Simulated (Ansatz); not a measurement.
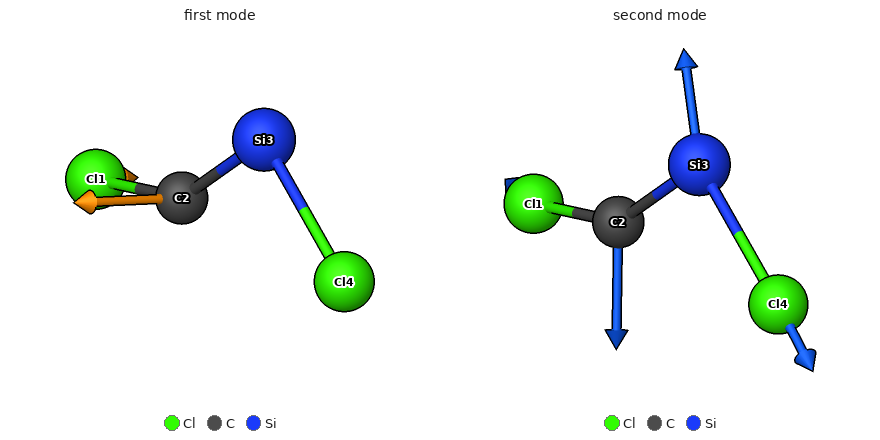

The system is CCl2Si, SMILES ClC#[Si]Cl; the picture shows the reference structure; its two panels give the patterns of the first and the second mode as arrows. The first coordinate is: normal mode 2 (191 cm⁻¹); the second: normal mode 4 (518 cm⁻¹). Nothing is relaxed (straight displacements along the two mass-weighted modes). The grid has 15 × 15 points; 120 points were computed and 105 follow by symmetry. Energies: kJ/mol, counted from the lowest grid point. These are results of RKS PBE0-D4/def2-SVP in Ansatz, not measurements.

Its coordinates:

```yaml
atoms:
  - { symbol: Cl, position_ang: [1.5091, -0.7443, 1.6887] }
  - { symbol: C, position_ang: [0.4608, -0.2818, 0.5247] }
  - { symbol: Si, position_ang: [-0.2874, 0.9093, -0.4480] }
  - { symbol: Cl, position_ang: [-1.6826, 0.1168, -1.7654] }
```

Range: normal mode 2 (191 cm⁻¹) from −1.675 to 1.675 amu½·Å; normal mode 4 (518 cm⁻¹) from −0.780 to 0.780 amu½·Å.

Q: Predict the map.

A: The lowest grid point is at normal mode 2 (191 cm⁻¹) = 0.000 amu½·Å, normal mode 4 (518 cm⁻¹) = 0.000 amu½·Å. It is the only kind of minimum in the scanned range. The highest grid point, normal mode 2 (191 cm⁻¹) = −1.675 amu½·Å, normal mode 4 (518 cm⁻¹) = 0.780 amu½·Å, lies 64.0 kJ/mol above the lowest.

```
normal mode 4 (518 cm⁻¹) ↓, normal mode 2 (191 cm⁻¹) →  −1.675  −1.436  −1.196  −0.957  −0.718  −0.479  −0.239  0.000  0.239  0.479  0.718  0.957  1.196  1.436  1.675
                                                 0.780    64.0    53.6    45.1    38.3    33.2    29.7    27.6   27.0   27.6   29.7   33.2   38.3   45.1   53.6   64.0
                                                 0.668    56.0    45.8    37.5    30.9    26.0    22.6    20.6   20.0   20.6   22.6   26.0   30.9   37.5   45.8   56.0
                                                 0.557    48.9    38.9    30.7    24.4    19.7    16.5    14.6   14.0   14.6   16.5   19.7   24.4   30.7   38.9   48.9
                                                 0.446    42.6    32.8    24.9    18.8    14.4    11.4     9.6    9.1    9.6   11.4   14.4   18.8   24.9   32.8   42.6
                                                 0.334    37.2    27.7    20.1    14.3    10.1     7.3     5.7    5.1    5.7    7.3   10.1   14.3   20.1   27.7   37.2
                                                 0.223    32.7    23.5    16.3    10.8     6.8     4.3     2.8    2.3    2.8    4.3    6.8   10.8   16.3   23.5   32.7
                                                 0.111    29.2    20.4    13.5     8.3     4.7     2.3     1.0    0.6    1.0    2.3    4.7    8.3   13.5   20.4   29.2
                                                 0.000    26.8    18.3    11.8     7.0     3.7     1.5     0.4    0.0    0.4    1.5    3.7    7.0   11.8   18.3   26.8
                                                −0.111    25.5    17.4    11.3     6.8     3.8     1.9     0.9    0.6    0.9    1.9    3.8    6.8   11.3   17.4   25.5
                                                −0.223    25.3    17.6    11.9     7.9     5.2     3.6     2.7    2.4    2.7    3.6    5.2    7.9   11.9   17.6   25.3
                                                −0.334    26.3    19.1    13.8    10.2     7.8     6.4     5.7    5.5    5.7    6.4    7.8   10.2   13.8   19.1   26.3
                                                −0.446    28.7    21.9    17.0    13.8    11.8    10.6    10.1    9.9   10.1   10.6   11.8   13.8   17.0   21.9   28.7
                                                −0.557    32.3    26.0    21.6    18.7    17.1    16.2    15.8   15.7   15.8   16.2   17.1   18.7   21.6   26.0   32.3
                                                −0.668    37.4    31.6    27.6    25.1    23.8    23.1    22.9   22.8   22.9   23.1   23.8   25.1   27.6   31.6   37.4
                                                −0.780    44.1    38.6    35.1    33.0    32.0    31.6    31.5   31.5   31.5   31.6   32.0   33.0   35.1   38.6   44.1
```

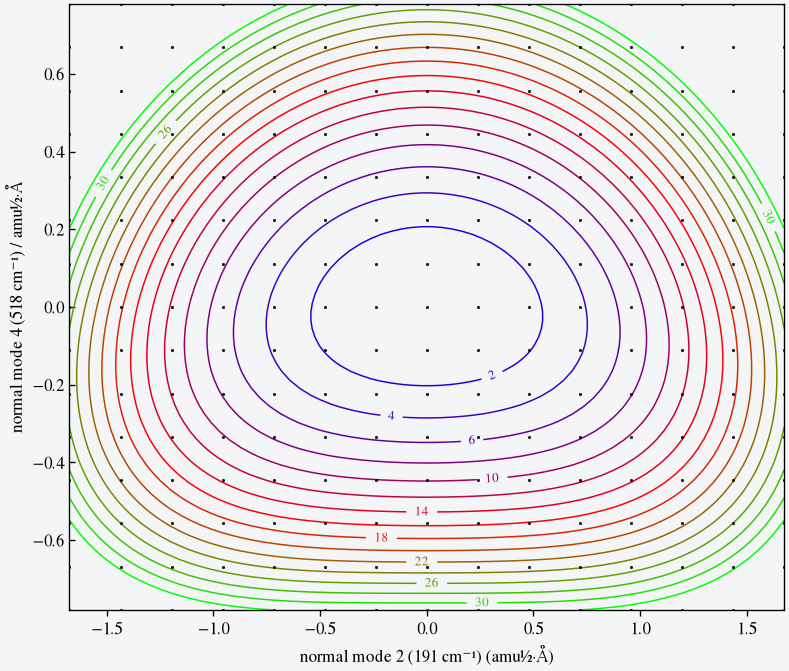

The picture shows contour lines labelled in kJ/mol (none above 32), dots at the grid points. Between grid points the surface is interpolated.

Each point was launched as `ansatz run input.yaml --threads 1 --pin off --max-ram 2560MiB --backend cpu --events-out ev --progress --plain --runs-dir out`. Time for the 120 points that were run: 8.2 min on 1 thread of Arm Neoverse V2, with other jobs on the host.
